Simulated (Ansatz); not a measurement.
**twisted 2H-MoSe2/1T-TaS2 bilayer, 21.79° (42 atoms): close-ups with forces and charges**

The cell holds 42 atoms: 7 Mo, 14 Se, 7 Ta and 14 S. Cell: a = 8.797 Å, b = 8.797 Å, c = 21.570 Å, α = 90.0°, β = 90.0°, γ = 120.0°. It derives from MoSe2 and TaS2. 2H-MoSe2 (a = 3.29 Å) under 1T-TaS2 (a = 3.36 Å), bilayer, commensurate cell of 7 unit cells a layer, twist 21.79 deg, both strained to the mean lattice constant; facing planes 3.17 Å apart; 12 Å of vacuum; layers as built, displaced by a Gaussian of 0.01 Å. Regions: layer 1, 21 atoms (7 Mo and 14 Se); layer 2, 21 atoms (7 Ta and 14 S). Vacuum lies along c.

Computed with Ansatz 0.2.0: Kohn-Sham DFT, PBE+D3(BJ), PAW (set soft_2), plane waves; cutoff 420 eV, k-mesh 2×2×1, gaussian smearing of 0.05 eV. Geometry: the geometry as built.

The whole cell was solved; only parts of it are printed.

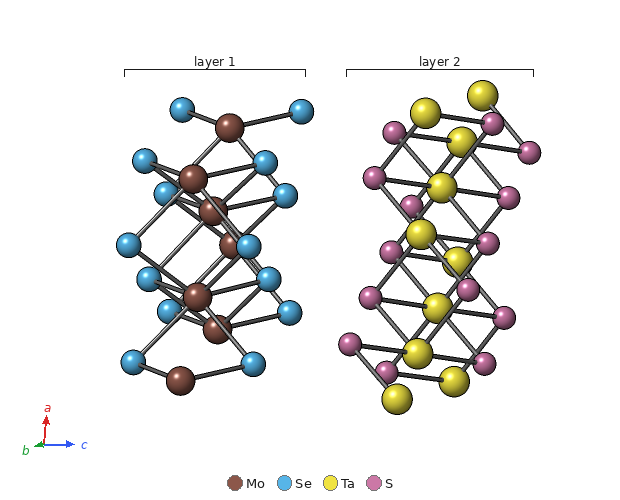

The whole cell (molybdenum brown, selenium blue, tantalum yellow, sulfur pink). Some periodic images of atoms are drawn too.

Local excerpt of 37 atoms (numbers count through the whole input) about S26, which bears the longest force; x, y, z are measured from there.

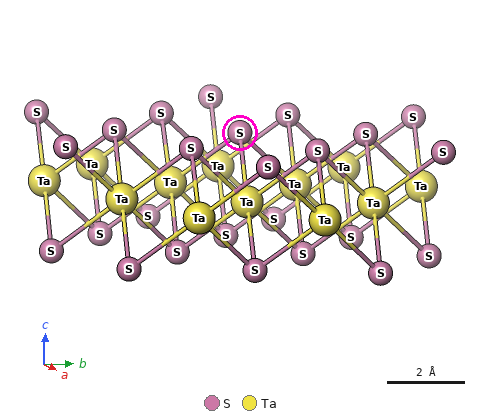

The atoms of the table, within 5.9 Å (arrows a, b, c point along x, y, z); some may hide others; the central atom is ringed.

```csv
atom,x,y,z,distance (Å),bonds,Löwdin charge (e),Fx,Fy,Fz (eV/Å)
S26,0.00,0.00,0.00,0.00,3,-0.18,0.01,-0.03,0.71
Ta25,-1.25,-1.44,-1.51,2.43,6,0.59,-0.10,0.11,-0.40
Ta28,-0.64,1.81,-1.51,2.44,6,0.58,-0.09,-0.18,-0.22
Ta34,1.88,-0.37,-1.52,2.45,6,0.57,0.15,-0.21,-0.04
S38,-0.64,-3.26,0.02,3.32,3,-0.19,0.08,-0.12,0.50
S41,-2.51,2.17,0.02,3.32,3,-0.19,-0.04,0.04,0.42
S35,3.14,1.09,0.01,3.32,3,-0.19,-0.07,-0.06,0.52
S29,0.63,3.26,0.00,3.33,3,-0.19,-0.10,-0.04,0.45
S23,2.51,-2.19,0.02,3.33,3,-0.19,-0.03,0.13,0.51
S32,-3.16,-1.11,0.02,3.35,3,-0.20,0.06,0.17,0.27
S30,1.25,1.44,-3.03,3.58,3,-0.20,-0.03,0.11,-0.34
S27,0.61,-1.82,-3.04,3.60,3,-0.19,0.04,-0.14,-0.19
S42,-1.90,0.37,-3.05,3.61,3,-0.20,0.13,0.02,-0.15
Ta22,1.26,-3.63,-1.50,4.12,6,0.57,-0.18,-0.10,-0.33
Ta37,2.51,2.91,-1.51,4.13,6,0.60,0.23,0.26,-0.35
Ta40,-3.78,0.73,-1.52,4.14,6,0.58,0.04,0.07,-0.16
S36,3.76,-0.73,-3.03,4.88,3,-0.19,0.14,-0.04,-0.60
S24,-1.25,3.62,-3.04,4.89,3,-0.21,-0.13,0.08,-0.41
S33,-2.52,-2.90,-3.04,4.90,3,-0.21,-0.08,0.06,0.00
Ta31,4.38,-2.53,-1.51,5.28,6,0.59,-0.17,-0.11,-0.18
Ta40,5.02,0.73,-1.52,5.29,6,0.58,0.04,0.07,-0.16
Ta37,-1.88,-4.71,-1.51,5.30,6,0.60,0.23,0.26,-0.35
Ta22,-3.14,3.99,-1.50,5.30,6,0.57,-0.18,-0.10,-0.33
Ta31,-0.02,5.08,-1.51,5.30,6,0.59,-0.17,-0.11,-0.18
Ta31,-4.42,-2.53,-1.51,5.32,6,0.59,-0.17,-0.11,-0.18
S32,5.64,-1.11,0.02,5.75,3,-0.20,0.06,0.17,0.27
S23,-1.89,5.43,0.02,5.75,3,-0.19,-0.03,0.13,0.51
S29,-3.77,-4.35,0.00,5.76,3,-0.19,-0.10,-0.04,0.45
S38,3.76,4.36,0.02,5.76,3,-0.19,0.08,-0.12,0.50
S35,-5.66,1.09,0.01,5.77,3,-0.19,-0.07,-0.06,0.52
S41,1.89,-5.45,0.02,5.77,3,-0.19,-0.04,0.04,0.42
S39,4.38,2.54,-3.06,5.91,3,-0.21,0.14,-0.01,-0.19
S33,1.88,4.72,-3.04,5.92,3,-0.21,-0.08,0.06,0.00
S36,-5.04,-0.73,-3.03,5.93,3,-0.19,0.14,-0.04,-0.60
S39,-0.02,-5.08,-3.06,5.93,3,-0.21,0.14,-0.01,-0.19
S24,3.15,-4.00,-3.04,5.93,3,-0.21,-0.13,0.08,-0.41
S39,-4.42,2.54,-3.06,5.95,3,-0.21,0.14,-0.01,-0.19
```

The column of bonds counts only the pairs S-Ta within 2.88 Å, Se-Mo within 2.98 Å; other neighbours, such as metal atoms beside each other in a compound, aren't counted, and periodic images can show an atom twice.

Local excerpt of 50 atoms (numbers count through the whole input) about S36, picked at random; x, y, z are measured from there.

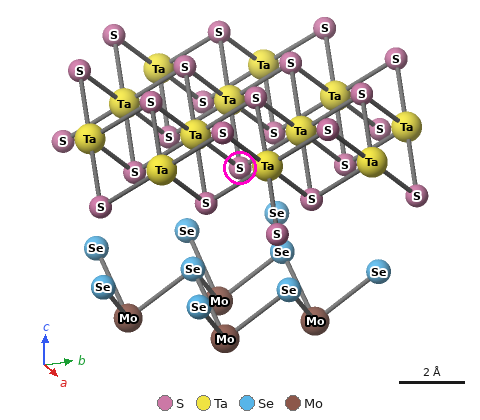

The atoms of the table, within 5.9 Å (arrows a, b, c point along x, y, z); some may hide others; the central atom is ringed.

```csv
atom,x,y,z,distance (Å),bonds,Löwdin charge (e),Fx,Fy,Fz (eV/Å)
S36,0.00,0.00,0.00,0.00,3,-0.19,0.14,-0.04,-0.60
Ta34,-1.87,0.35,1.51,2.43,6,0.57,0.15,-0.21,-0.04
Ta31,0.62,-1.81,1.52,2.44,6,0.59,-0.17,-0.11,-0.18
Ta40,1.26,1.46,1.52,2.45,6,0.58,0.04,0.07,-0.16
S30,-2.50,2.17,0.00,3.31,3,-0.20,-0.03,0.11,-0.34
S39,0.62,3.26,-0.03,3.32,3,-0.21,0.14,-0.01,-0.19
S42,3.14,1.10,-0.01,3.32,3,-0.20,0.13,0.02,-0.15
S27,-3.14,-1.09,-0.01,3.33,3,-0.19,0.04,-0.14,-0.19
S33,2.52,-2.18,-0.01,3.33,3,-0.21,-0.08,0.06,0.00
S24,-0.61,-3.28,-0.01,3.33,3,-0.21,-0.13,0.08,-0.41
Se8,0.01,-1.45,-3.18,3.49,3,-0.03,-0.08,-0.19,0.01
S35,-0.62,1.82,3.04,3.60,3,-0.19,-0.07,-0.06,0.52
S32,1.88,-0.38,3.05,3.61,3,-0.20,0.06,0.17,0.27
S23,-1.24,-1.46,3.06,3.61,3,-0.19,-0.03,0.13,0.51
Se11,-0.61,1.79,-3.19,3.71,3,-0.03,-0.06,0.17,0.06
Ta22,-2.50,-2.90,1.53,4.12,6,0.57,-0.18,-0.10,-0.33
Se17,2.52,0.73,-3.19,4.13,3,-0.03,0.00,0.04,-0.08
Ta37,-1.24,3.63,1.53,4.13,6,0.60,0.23,0.26,-0.35
Ta25,3.79,-0.71,1.53,4.15,6,0.59,-0.10,0.11,-0.40
Se2,-3.13,-0.35,-3.18,4.47,3,-0.04,-0.04,-0.10,-0.40
S26,-3.76,0.73,3.03,4.88,3,-0.18,0.01,-0.03,0.71
S29,1.27,-3.63,3.04,4.90,3,-0.19,-0.10,-0.04,0.45
S41,2.53,2.89,3.05,4.91,3,-0.19,-0.04,0.04,0.42
Mo7,-1.23,-0.01,-4.85,5.00,6,0.26,-0.31,0.17,-0.05
Se14,3.14,-2.54,-3.17,5.13,3,-0.03,0.23,0.01,-0.33
Ta25,-5.01,-0.71,1.53,5.28,6,0.59,-0.10,0.11,-0.40
Ta28,-4.39,2.53,1.52,5.30,6,0.58,-0.09,-0.18,-0.22
Mo13,1.88,-1.08,-4.84,5.30,6,0.26,0.21,-0.23,-0.29
Ta28,4.40,2.53,1.52,5.30,6,0.58,-0.09,-0.18,-0.22
Ta28,0.00,-5.08,1.52,5.31,6,0.58,-0.09,-0.18,-0.22
Ta37,3.16,-3.99,1.53,5.31,6,0.60,0.23,0.26,-0.35
Ta22,1.90,4.72,1.53,5.31,6,0.57,-0.18,-0.10,-0.33
Se20,1.90,3.98,-3.17,5.43,3,-0.04,-0.12,0.15,-0.08
Se20,-2.50,-3.64,-3.17,5.44,3,-0.04,-0.12,0.15,-0.08
Mo16,1.26,2.18,-4.84,5.46,6,0.25,0.26,-0.03,0.05
Se5,-3.75,2.91,-3.19,5.72,3,-0.03,-0.04,-0.01,0.01
Se5,0.65,-4.71,-3.19,5.73,3,-0.03,-0.04,-0.01,0.01
S33,-1.88,5.44,-0.01,5.76,3,-0.21,-0.08,0.06,0.00
S27,5.65,-1.09,-0.01,5.76,3,-0.19,0.04,-0.14,-0.19
S24,3.79,4.34,-0.01,5.76,3,-0.21,-0.13,0.08,-0.41
S42,-5.66,1.10,-0.01,5.77,3,-0.20,0.13,0.02,-0.15
S39,-3.78,-4.36,-0.03,5.77,3,-0.21,0.14,-0.01,-0.19
S30,1.90,-5.45,0.00,5.77,3,-0.20,-0.03,0.11,-0.34
Mo4,-0.64,-3.28,-4.84,5.88,6,0.26,0.36,0.46,-0.19
S29,-3.12,3.99,3.04,5.91,3,-0.19,-0.10,-0.04,0.45
S38,-4.39,-2.53,3.05,5.92,3,-0.19,0.08,-0.12,0.50
S38,4.40,-2.53,3.05,5.92,3,-0.19,0.08,-0.12,0.50
S41,-1.87,-4.72,3.05,5.93,3,-0.19,-0.04,0.04,0.42
S26,5.04,0.73,3.03,5.93,3,-0.18,0.01,-0.03,0.71
S38,0.00,5.09,3.05,5.93,3,-0.19,0.08,-0.12,0.50
```

The column of bonds counts only the pairs S-Ta within 2.88 Å, Se-Mo within 2.98 Å; other neighbours, such as metal atoms beside each other in a compound, aren't counted, and periodic images can show an atom twice.

Length of the force by element:

```csv
element,coordination,atoms,mean length of the force (eV/Å),spread,least,most
Mo,all,7,0.384,0.136,0.149,0.612
S,all,14,0.406,0.165,0.1,0.707
Se,all,14,0.248,0.118,0.0434,0.419
Ta,all,7,0.329,0.102,0.174,0.490
```

Löwdin charges by element (they lack the spilled electrons, 0.062 e an atom on average):

```csv
element,coordination,atoms,mean charge (e),spread,least,most
Mo,all,7,0.258,0.0033,0.251,0.262
S,all,14,-0.196,0.0086,-0.212,-0.184
Se,all,14,-0.0393,0.0066,-0.0496,-0.0277
Ta,all,7,0.583,0.0083,0.570,0.597
```

The slab bears a dipole and has periodic images along its normal, so a spurious field crosses the vacuum. The electron count is odd and the run has no spin polarisation. The Löwdin charges lack the electrons that the projection spills, 0.062 e an atom on average.

[Logs are printed without paths, hosts, clocks, repeated set-up lines and the standing remarks that a program may print on its own settings, such as how far it seeks lower states.]

[Hosts, paths, dates, database ids (printed as entryN), source tags and the programs' standing remarks are cut or masked in the printed files.]
